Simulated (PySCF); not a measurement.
```yaml
atoms:
  - { symbol: C, position_ang: [2.6326, 0.4428, -0.4413] }
  - { symbol: O, position_ang: [1.4379, -0.2711, -0.6078] }
  - { symbol: C, position_ang: [0.6586, -0.4393, 0.5759] }
  - { symbol: C, position_ang: [-0.1707, 0.8025, 0.9158] }
  - { symbol: C, position_ang: [-1.2144, 1.0349, -0.1700] }
  - { symbol: C, position_ang: [-2.1569, -0.1667, -0.2117] }
  - { symbol: C, position_ang: [-1.3763, -1.4223, -0.3497] }
  - { symbol: N, position_ang: [-0.2020, -1.5733, 0.3989] }
  - { symbol: H, position_ang: [2.4549, 1.4885, -0.1653] }
  - { symbol: H, position_ang: [3.2675, -0.0212, 0.3252] }
  - { symbol: H, position_ang: [3.1431, 0.4102, -1.4020] }
  - { symbol: H, position_ang: [1.3480, -0.6674, 1.4120] }
  - { symbol: H, position_ang: [0.4908, 1.6649, 1.0124] }
  - { symbol: H, position_ang: [-0.6577, 0.6326, 1.8775] }
  - { symbol: H, position_ang: [-0.7070, 1.1336, -1.1312] }
  - { symbol: H, position_ang: [-1.7694, 1.9536, 0.0288] }
  - { symbol: H, position_ang: [-2.8542, -0.0807, -1.0488] }
  - { symbol: H, position_ang: [-2.7625, -0.1666, 0.7115] }
  - { symbol: H, position_ang: [-1.8842, -2.3435, -0.5774] }
  - { symbol: H, position_ang: [0.3170, -2.4007, 0.1319] }
```

Geometry: GFN2-xTB.

Computed with UKS B3LYP, pcH-1 on C H N O, non-relativistic, mean-field spin-orbit, GIAO (PySCF 2.14.0, density-fitted response routines).

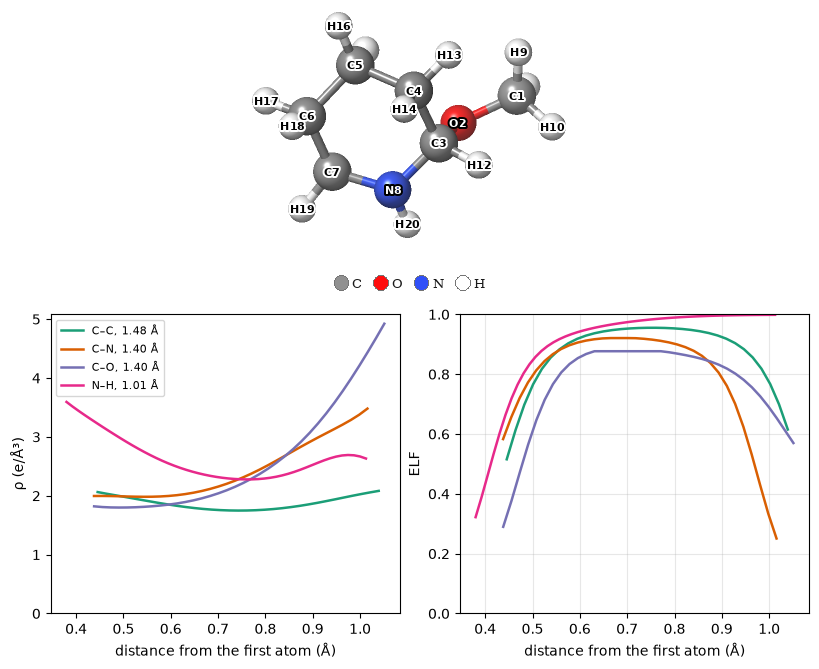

C$_{6}$H$_{12}$NO (doublet). Electron density and electron localisation function along straight lines between neighbouring atoms. The curves leave out the atomic cores. The structure is drawn too.

Q: Compare the contacts.

A: C–C (1.48 Å): the density is about 1.7 e/Å³ at the midpoint; the ELF peaks at about 0.95 between the atoms; localised, covalent bonding.
C–N (1.40 Å): ρ at the midpoint is about 2.2 e/Å³; the ELF peaks at about 0.90 between the atoms, as expected for a covalent bond.
C–O (1.40 Å): ρ at the midpoint is about 2 e/Å³, with its minimum of 1.8 e/Å³ about 0.5 Å from C; the ELF peaks at about 0.90 between the atoms, as expected for a shared but strongly polarised pair.
N–H (1.01 Å): ρ at the midpoint is about 2.9 e/Å³; the ELF climbs to about 1 towards the hydrogen, as it does in any bond to H: an ordinary covalent bond to hydrogen.
